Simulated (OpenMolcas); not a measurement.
# Co²⁺ among point charges: CASSCF and CASPT2 levels and susceptibility

How does a field of 3 point charges split the states of Co²⁺, and what χT follows?

Method: state-averaged CASSCF and CASPT2, spin-orbit coupling by RASSI with atomic mean-field integrals. Code: OpenMolcas 26.06.

### Step 1. Starting point

| Quantity | Value |
| --- | --- |
| Species | Co²⁺ (cobalt, Z = 27, 25 electrons) |
| Basis | ANO-RCC-VTZP [6s5p3d2f1g], 59 functions |
| Scalar Hamiltonian | DKH2, point nucleus |
| Inactive shells | 1s 2s 2p 3s 3p |
| Active space | 7 electrons in 5 orbitals (3d) |
| Some configurations of this space | 3d⁷ |
| Orbitals | optimised for each spin and parity, averaged over all roots |

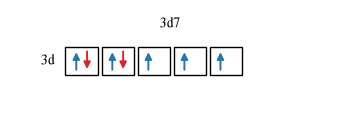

Outer shells as boxes.

The ion sits among 3 point charges of -1.5 e arranged as a planar triangle (D3h), 1.85 Å from the ion.

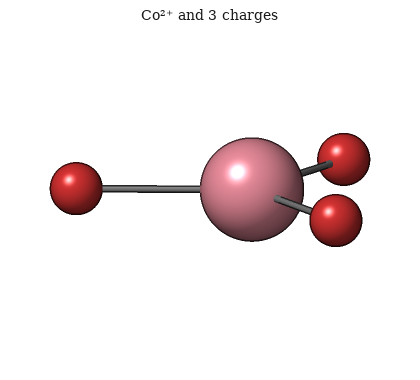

The ion and the point charges (red).

The work runs as a chain of OpenMolcas steps in one folder; each step below is one input file. Labels, J, g values, rates, χT and fits are worked out afterwards by a script from the matrices that RASSI stores.

### Step 2. One- and two-electron integrals

Contents of a.inp:

```
&GATEWAY
Coord
1

Co 0.0 0.0 0.0
Basis=ANO-RCC-VTZP
Group=NoSym
NoMove
AngMom=0.0 0.0 0.0
AMFI
XField
3 Angstrom 0
1.850000 0.000000 0.000000 -1.500000
-0.925000 1.602147 0.000000 -1.500000
-0.925000 -1.602147 0.000000 -1.500000
&SEWARD
```

On the command line:

```
> OMP_NUM_THREADS=1 MOLCAS_MEM=1689 MOLCAS_PROJECT=a pymolcas a.inp > a.log
```

Log:

```text
Basis set label: CO.ANO-RCC...6S5P3D2F1G.

      Electronic valence basis set:
      ------------------
      Associated Effective Charge  27.000000 au
      Associated Actual Charge     27.000000 au
      Nuclear Model: Point charge

      Shell  nPrim  nBasis  Cartesian Spherical Contaminant
         s      21       6        X
         p      15       5        X
         d      10       3                 X
         f       6       2                 X
         g       4       1                 X
                  Relativistic Douglas-Kroll-Hess integrals:
                    - DKH order of Hamiltonian: 2
                    - DKH order of Properties : 0
                  Atomic mean-field integrals
```

### Step 3. CASSCF: quartets, 10 roots

Contents of a.inp:

```
&RASSCF
FileOrb=start.orb
Symmetry=1
Spin=4
nActEl=7 0 0
Inactive=9
Ras2=5
CIRoot=10 10 1
SDav=10
CIMx=300
Iter=120 100
PrWF=0.3
OrbListing=Nothing
MaxOrb=0
>>> COPY $Project.JobIph JOB001
```

start.orb holds the contracted functions of the basis, ordered by shell, or the orbitals of the step before.

Log:

```text
Wave function specifications:
      -----------------------------

      Number of closed shell electrons          18
      Number of electrons in active shells       7
      Max number of holes in RAS1 space          0
      Max nr of electrons in RAS3 space          0
      Number of inactive orbitals                9
      Number of active orbitals                  5
      Number of secondary orbitals              45
      Spin quantum number                      1.5
      State symmetry                             1
Orbital specifications:
      -----------------------

      Symmetry species                           1
                                                 a
      Frozen orbitals                            0
      Inactive orbitals                          9
      Active orbitals                            5
      RAS1 orbitals                              0
      RAS2 orbitals                              5
      RAS3 orbitals                              0
      Secondary orbitals                        45
      Deleted orbitals                           0
      Number of basis functions                 59
      Number of CSFs                            10
      Number of root(s) required                10
      Iter CI   SX   CI       RASSCF       Energy    max ROT     max BLB   max BLB  Level Ln srch  Step   QN
          iter iter root      energy       change     param      element    value   shift minimum  type update
 Nr of preliminary CI iterations:   1
      Total energies have been shifted. Add                -1000.00 au
        1   1   13    0  -393.50412184    0.00E+00  -9.15E-02   14  31 1  2.51E-01*  0.10   0.00    SX    NO
        2   1   13    0  -393.54557984   -4.15E-02* -5.22E-02    9  23 1  2.14E-01*  0.35   0.00    SX    NO
        3   1   13    0  -393.56377749   -1.82E-02* -3.68E-02    7  21 1 -1.37E-01*  0.16   0.00    SX    NO
        4   1   13    0  -393.56924939   -5.47E-03* -3.01E-02    9  23 1  1.06E-01*  0.30   0.00    SX    NO
        5   1   12    0  -393.57345711   -4.21E-03* -1.19E-02    8  22 1 -8.08E-02*  0.19   0.58    LS   YES
        6   1   11    0  -393.57821488   -4.76E-03*  5.73E-03    8  22 1 -7.06E-03*  0.23   1.06    QN   YES
        7   1   10    0  -393.57831561   -1.01E-04*  3.81E-03   12  15 1 -3.05E-03*  0.23   1.67    LS   YES
        8   1    9    0  -393.57833492   -1.93E-05* -1.99E-03    9  23 1  3.01E-03*  0.23   1.01    QN   YES
        9   1    9    0  -393.57834413   -9.21E-06* -5.56E-04    9  23 1  6.57E-04*  0.23   1.26    QN   YES
       10   1    7    0  -393.57834467   -5.38E-07* -5.43E-05   14  18 1 -7.07E-05   0.23   1.07    QN   YES
       11   1    7    0  -393.57834469   -1.76E-08*  2.63E-05   14  18 1 -2.39E-05   0.23   1.42    QN   YES
       12   1    4    0  -393.57834469   -2.24E-09   9.59E-07    9  23 1 -3.09E-06   0.23   1.03    QN   YES
      Convergence after 12 iterations
       13   1    4    0  -393.57834469   -2.07E-11   9.59E-07   13  30 1 -9.27E-07   0.23   1.03    QN   YES
      Natural orbitals and occupation numbers for root  1
      sym 1:   1.066031   1.933969   1.000000   1.933969   1.066031
      Natural orbitals and occupation numbers for root  2
      sym 1:   1.169267   1.169267   1.830733   1.830733   1.000000
      Natural orbitals and occupation numbers for root  3
      sym 1:   1.169267   1.830733   1.830733   1.169267   1.000000
::    RASSCF root number  1 Total energy:  -1393.61816619
::    RASSCF root number  2 Total energy:  -1393.61582520
::    RASSCF root number  3 Total energy:  -1393.61582520
::    RASSCF root number  4 Total energy:  -1393.60284366
::    RASSCF root number  5 Total energy:  -1393.60284366
::    RASSCF root number  6 Total energy:  -1393.59295768
::    RASSCF root number  7 Total energy:  -1393.59291176
::    RASSCF root number  8 Total energy:  -1393.53007181
::    RASSCF root number  9 Total energy:  -1393.53007181
::    RASSCF root number 10 Total energy:  -1393.48192992
```

### Step 4. Reference wave functions, doublets, 40 roots

Contents of a.inp:

```
&RASSCF
FileOrb=start.orb
Symmetry=1
Spin=2
nActEl=7 0 0
Inactive=9
Ras2=5
CIRoot=40 40 1
SDav=40
CIMx=300
Iter=120 100
PrWF=0.3
OrbListing=Nothing
MaxOrb=0
>>> COPY $Project.JobIph JOB002
```

Log:

```text
Wave function specifications:
      -----------------------------

      Number of closed shell electrons          18
      Number of electrons in active shells       7
      Max number of holes in RAS1 space          0
      Max nr of electrons in RAS3 space          0
      Number of inactive orbitals                9
      Number of active orbitals                  5
      Number of secondary orbitals              45
      Spin quantum number                      0.5
      State symmetry                             1
Orbital specifications:
      -----------------------

      Symmetry species                           1
                                                 a
      Frozen orbitals                            0
      Inactive orbitals                          9
      Active orbitals                            5
      RAS1 orbitals                              0
      RAS2 orbitals                              5
      RAS3 orbitals                              0
      Secondary orbitals                        45
      Deleted orbitals                           0
      Number of basis functions                 59
      Number of CSFs                            40
      Number of root(s) required                40
      Iter CI   SX   CI       RASSCF       Energy    max ROT     max BLB   max BLB  Level Ln srch  Step   QN
          iter iter root      energy       change     param      element    value   shift minimum  type update
 Nr of preliminary CI iterations:   1
      Total energies have been shifted. Add                -1000.00 au
        1   1   11    0  -393.45754591    0.00E+00   6.23E-03   10  27 1 -1.67E-02*  0.23   0.00    SX    NO
        2   1   11    0  -393.45778272   -2.37E-04* -3.39E-03    7  23 1 -1.61E-02*  0.21   0.00    SX    NO
        3   1   11    0  -393.45783589   -5.32E-05* -3.01E-03    7  23 1  9.71E-03*  0.22   0.00    SX    NO
        4   1   10    0  -393.45786691   -3.10E-05*  2.36E-03    7  23 1 -8.53E-03*  0.21   0.00    SX    NO
        5   1   10    0  -393.45788597   -1.91E-05*  1.05E-03    7  23 1  6.73E-03*  0.22   0.55    LS   YES
        6   1    8    0  -393.45792222   -3.63E-05* -1.58E-04   12  15 1 -1.53E-04*  0.22   1.00    QN   YES
        7   1    6    0  -393.45792228   -5.86E-08* -1.30E-04   12  15 1 -7.57E-05   0.22   1.82    LS   YES
        8   1    7    0  -393.45792229   -1.49E-08* -2.04E-05   10  27 1  3.60E-05   0.22   1.00    QN   YES
        9   1    5    0  -393.45792230   -2.58E-09  -8.86E-06    7  23 1  1.07E-05   0.22   1.33    QN   YES
      Convergence after  9 iterations
       10   1    5    0  -393.45792230   -2.53E-10  -8.86E-06   12  29 1 -1.35E-06   0.22   1.33    QN   YES
      Natural orbitals and occupation numbers for root  1
      sym 1:   1.120626   1.759163   1.241237   1.758423   1.120550
      Natural orbitals and occupation numbers for root  2
      sym 1:   1.120625   1.758423   1.241237   1.759163   1.120551
      Natural orbitals and occupation numbers for root  3
      sym 1:   1.204351   1.500000   1.591297   1.500000   1.204351
::    RASSCF root number  1 Total energy:  -1393.53199577
::    RASSCF root number  2 Total energy:  -1393.53199577
::    RASSCF root number  3 Total energy:  -1393.52814789
::    RASSCF root number  4 Total energy:  -1393.52793704
::    RASSCF root number  5 Total energy:  -1393.52358849
::    RASSCF root number  6 Total energy:  -1393.52358849
::    RASSCF root number  7 Total energy:  -1393.52336075
::    RASSCF root number  8 Total energy:  -1393.52336075
::    RASSCF root number  9 Total energy:  -1393.51882522
::    RASSCF root number 10 Total energy:  -1393.51882522
::    RASSCF root number 11 Total energy:  -1393.51755971
::    RASSCF root number 12 Total energy:  -1393.50853680
::    RASSCF root number 13 Total energy:  -1393.50853680
::    RASSCF root number 14 Total energy:  -1393.50374737
::    RASSCF root number 15 Total energy:  -1393.50049592
::    RASSCF root number 16 Total energy:  -1393.50049592
::    RASSCF root number 17 Total energy:  -1393.49056994
::    RASSCF root number 18 Total energy:  -1393.48832062
::    RASSCF root number 19 Total energy:  -1393.48816897
::    RASSCF root number 20 Total energy:  -1393.48609436
::    RASSCF root number 21 Total energy:  -1393.48609436
::    RASSCF root number 22 Total energy:  -1393.47858329
::    RASSCF root number 23 Total energy:  -1393.47858329
::    RASSCF root number 24 Total energy:  -1393.47784988
::    RASSCF root number 25 Total energy:  -1393.47569363
::    RASSCF root number 26 Total energy:  -1393.47569363
::    RASSCF root number 27 Total energy:  -1393.47056321
::    RASSCF root number 28 Total energy:  -1393.47056321
::    RASSCF root number 29 Total energy:  -1393.41527103
::    RASSCF root number 30 Total energy:  -1393.41496517
```

(Part 1 of 2 ends here.)
